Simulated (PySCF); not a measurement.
**H4OSi, SMILES `O[SiH3]`: what the electrons do**

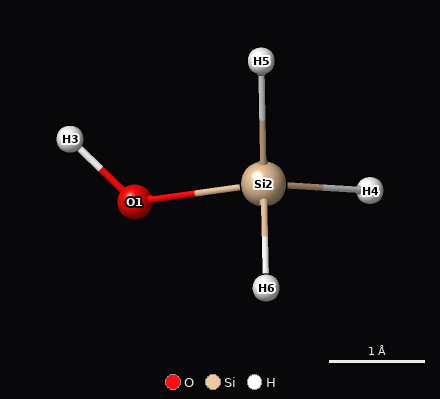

The molecule, with its atoms numbered as below. No frequency check shows the geometry to be a minimum.

Cartesian coordinates (Å):

```
O1      -1.0895   -0.1134   -0.0011
Si2      0.5324    0.0112    0.0000
H3      -1.6683    0.6415    0.0047
H4       1.0041   -0.6299   -1.2224
H5       0.9246    1.4215    0.0298
H6       1.0019   -0.6826    1.1959
```

Part 1: Bonding charge

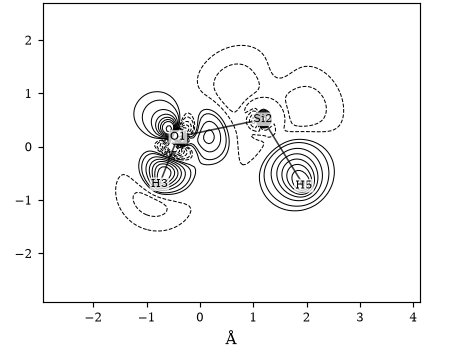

Deformation density (molecule less spherical, spin-averaged free atoms) in the plane of O1, Si2, H3 and H5; contours at ±0.05 to ±0.8 e/Å³; solid lines: gain, dashed lines: loss.

Level of theory: TPSS/def2-SVP (PySCF), at a geometry from GFN2-xTB.

**How much density has each bond in this plane gained at its critical point, relative to the free atoms?**

O1–H3: +0.71 e/Å³ at the bond critical point (bond length 0.95 Å, Mayer order 1.0). Si2–H5: +0.17 e/Å³ at the bond critical point (bond length 1.46 Å, Mayer order 0.9). O1–Si2: +0.03 e/Å³ at the bond critical point (bond length 1.63 Å, Mayer order 1.2); up to 0.6 Å beside the axis the gain reaches +0.30 e/Å³. In all, 1.4 electrons gather in the regions of gain relative to the promolecule. A small or negative value marks a very polar bond, one between electron-rich atoms, whose free-atom densities already overlap strongly, a long bond to a heavier atom, or a closed-shell contact such as a hydrogen bond.

**Where do the Hirshfeld charges lie?**

The highest Hirshfeld charge is on Si2 (+0.39 e), the lowest on O1 (−0.29 e).

| atom | charge (e) |
| --- | --- |
| O1 | −0.29 |
| Si2 | +0.39 |
| H3 | +0.18 |
| H4 | −0.09 |
| H5 | −0.10 |
| H6 | −0.09 |

Part 2: Electrostatic potential

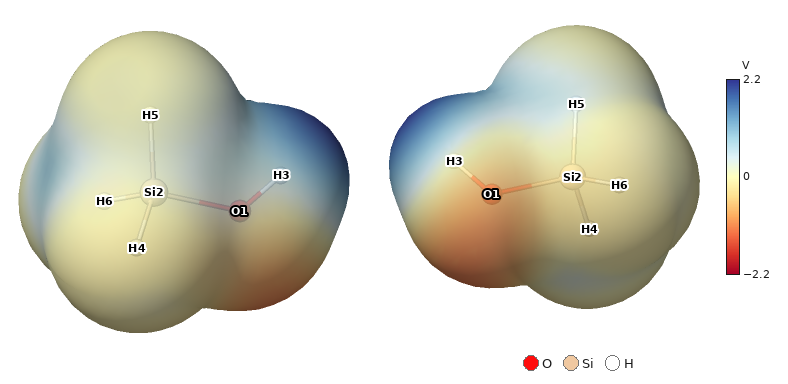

Electrostatic potential on the surface of electron density 0.001 a.u. (back view left, front view right).

**Where are the extremes of the potential on the surface?**

Highest: 2.10 V, 1.2 Å from H3. Further maxima include 1.04 V, near Si2 (2.00 Å), H5 (2.07 Å), H4 (2.08 Å) and H6 (2.11 Å); 0.37 V, off the O1–Si2 bond (2.1 Å from its atoms). Lowest: −1.21 V, 1.7 Å from O1. Further minima include −0.03 V, 1.5 Å from H5. The surface is sampled at points, so like sites can differ by a few per cent and only the strongest of them is named.

**What volume does the surface enclose, and what is the dipole moment?**

About 68 Å³; the dipole moment is 1.4 D.

Part 3: Excited states

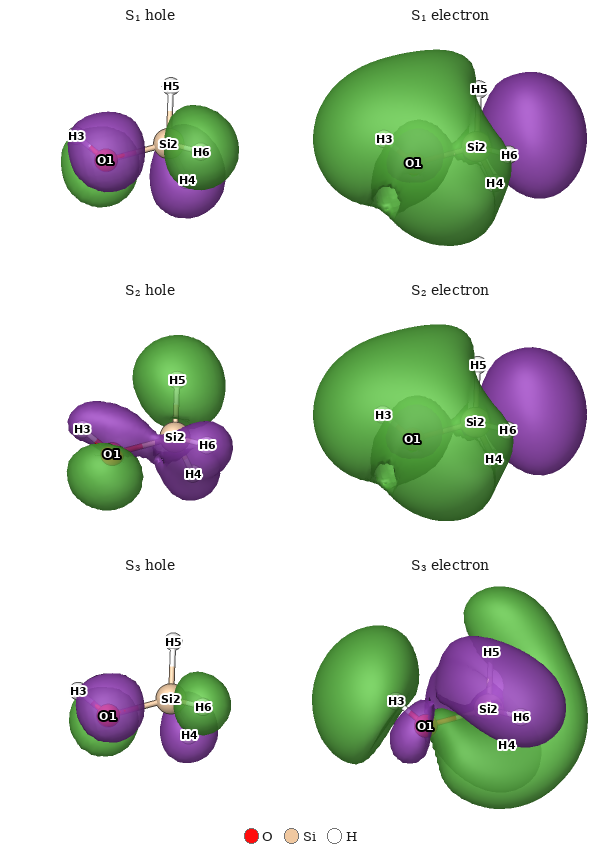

Leading natural transition orbitals (full linear response singlet states).

Level of theory: CAM-B3LYP/def2-SVP (PySCF), at a geometry from GFN2-xTB. Without diffuse functions Rydberg states are missing, so the states' numbers hold for this basis only.

**Describe these excited states.**

By state:
- S₁: 7.56 eV (164 nm), f = 0.000 (dark), partly diffuse acceptor orbital, which a basis without diffuse functions describes poorly; the leading pair carries 99 %; hole on O1 (53 %), Si2 (18 %) and H4 and H6 (13 % each), electron on Si2 (46 %), H3 (20 %) and O1 (16 %) (atom shares of so diffuse an orbital are rough); their centroids lie 0.6 Å apart.
- S₂: 8.28 eV (150 nm), f = 0.006, partly diffuse acceptor orbital, which a basis without diffuse functions describes poorly; the leading pair carries 98 %; hole on O1 (40 %), H5 (24 %) and Si2 (24 %), electron on Si2 (48 %), H3 (18 %) and O1 (15 %) (atom shares of so diffuse an orbital are rough); their centroids lie 0.1 Å apart.
- S₃: 9.25 eV (134 nm), f = 0.055, partly diffuse acceptor orbital, which a basis without diffuse functions describes poorly; the leading pair carries 91 %; hole on O1 (55 %), Si2 (18 %) and H4 and H6 (11 % each), electron on Si2 (38 %), H3 (25 %) and O1 (12 %) (atom shares of so diffuse an orbital are rough); their centroids lie 0.5 Å apart.

Part 4: In an electric field

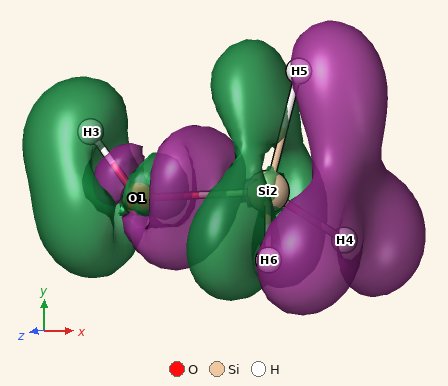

Change of the electron density in a uniform field of 0.10 V/Å, surfaces at ±0.0008 e/Å³ (green: gain, purple: loss).

PySCF calculation, PBE0/aug-cc-pVDZ, gas phase; geometry: GFN2-xTB.

**Along which Cartesian direction does the field point?**

Along +x: electrons gather on the −x side, against the field.

**How large is the response?**

The induced dipole is 0.17 D (along the field); α along this axis, from the fields in both directions, is 33 bohr³ (4.9 Å³).

**Which atoms gain and lose the most charge?**

Electrons gather most on H3 (Hirshfeld charge changes by −0.003 e) and leave H4 and H6 alike most (+0.002 e); 0.017 electrons are displaced in all.

Part 5: Removing or adding an electron

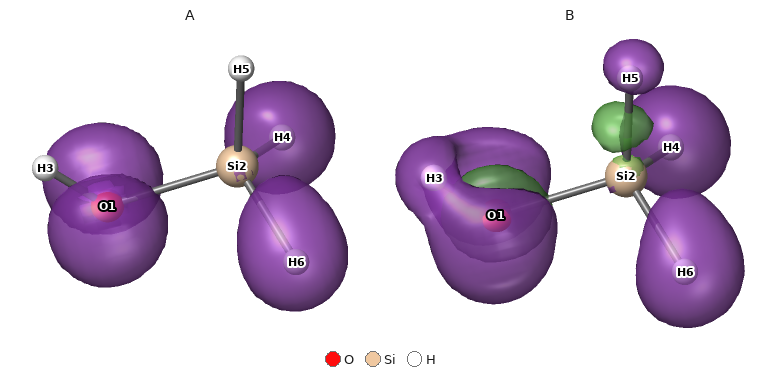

The Fukui function f⁻ from two separate SCF calculations and the density of the HOMO, at ±0.04 e/Å³ (purple positive, green negative).

PySCF calculation, PBE0/6-311G**, gas phase; geometry: GFN2-xTB.

**Which panel is which, and how good is the frozen-orbital picture?**

B is f⁻ (it has negative regions), A the HOMO density. The HOMO lies on O1 (47 %), Si2 (20 %) and H4 and H6 (14 % each); f⁻ (Hirshfeld-condensed) is largest on O1 (0.29), Si2 (0.22) and H4 and H6 (0.17 each); the vertical ionisation energy is 11.07 eV. Relaxation shifts 18 % of the electron between atoms. The orbital energy is −8.50 eV.

Part 6: Localised orbitals

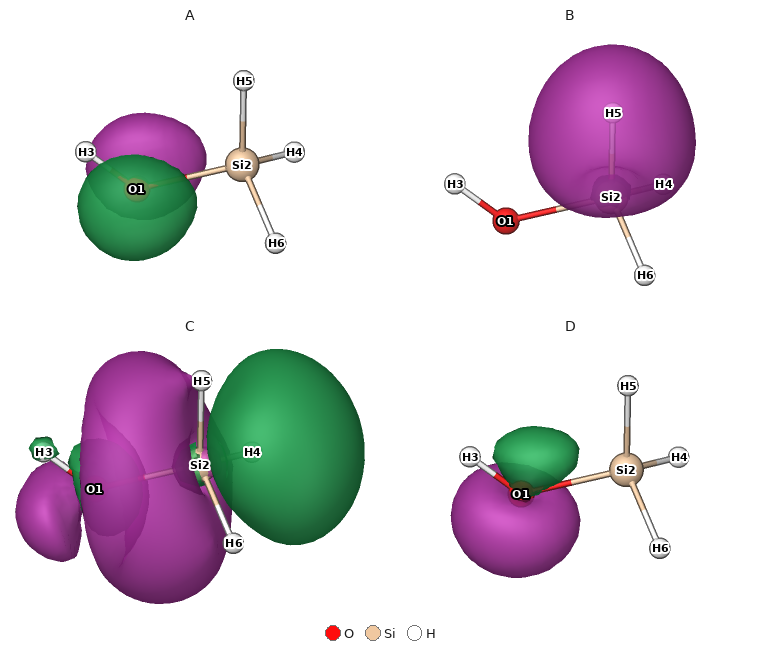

Intrinsic bond orbitals (IBO), occupied and valence-virtual; each surface holds about 85 % of the orbital's density. Energies are diagonal elements of the Fock matrix.

PySCF calculation, B3LYP/6-31G*, gas phase; geometry: GFN2-xTB.

**Identify each orbital.**

By panel:
- A: lone pair on O1 (p-type) (O1 96 %; −8.9 eV)
- B: σ bond H5–Si2 (H5 57 %, Si2 43 %; −11.1 eV)
- C: σ* orbital Si2–O1, mostly on Si2 (Si2 80 %, O1 20 %; 4.0 eV)
- D: lone pair on O1 (sp2.4-type) (O1 98 %; −11.9 eV)

**Which has the smallest and which the largest spatial spread?**

Smallest: D (0.78 Å); largest: C (1.57 Å).

**How do all the valence pairs divide up?**

7 pairs: 5 σ bonds and 2 lone pairs.
